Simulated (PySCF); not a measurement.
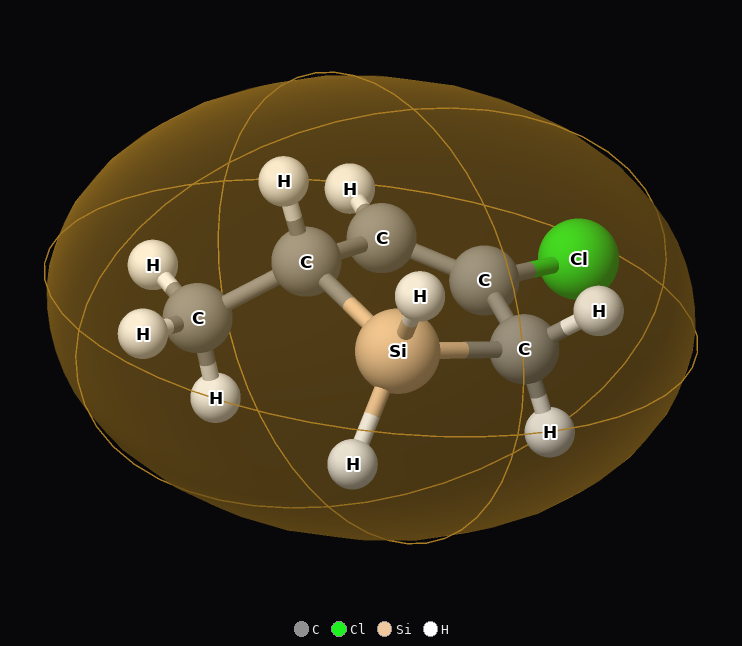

The ellipsoid shows the static dipole polarisability: its half-axes are proportional to the principal values. The computed structure is the end point of a GFN2-xTB optimisation. No frequency run is at hand to confirm it as a minimum. Method: CAM-B3LYP/def2-SVPD (PySCF 2.14.0).

**How large and how anisotropic is the polarisability?**

Principal values 75.1, 97.3, 117.8 bohr³; mean 96.8 bohr³ (14.34 Å³); anisotropy 37.0 bohr³, so the longest axis is 1.57 times the shortest.

The geometry is semi-empirical. Around Si such bond lengths and angles can be off by a tenth of an ångström or more and by several degrees, and values that hang on the shape move with them.
